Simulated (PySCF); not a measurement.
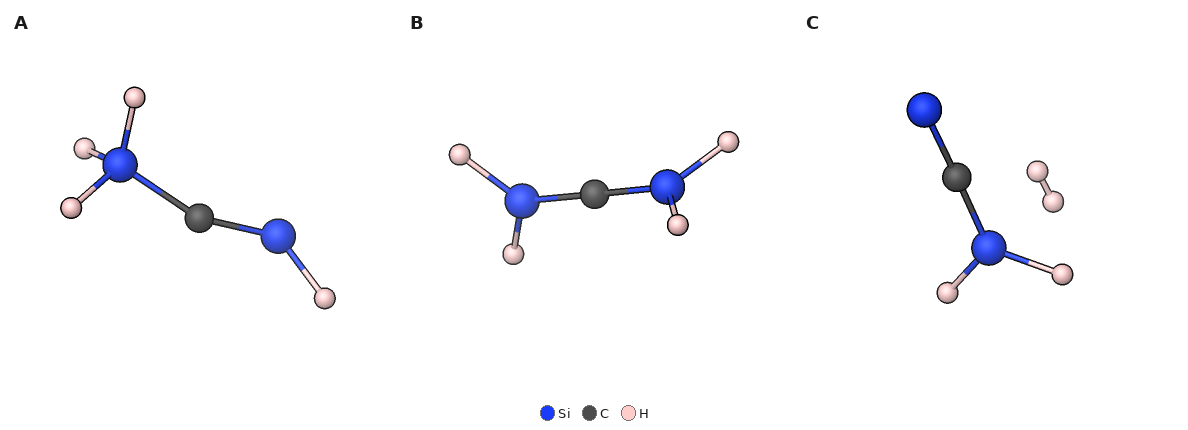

3 stationary structures of one formula. Geometries: PBE0-D4/def2-TZVP. Electronic energies: ωB97M-V/def2-TZVPP (PySCF 2.14.0), without zero-point energy. No frequency run is at hand to confirm each as a minimum. Each is one conformer, not always the lowest.

> Rank them by energy, lowest first.

B is lowest (D2d); A lies 0.697 eV above it (Cs), C lies 0.857 eV above it (Cs).
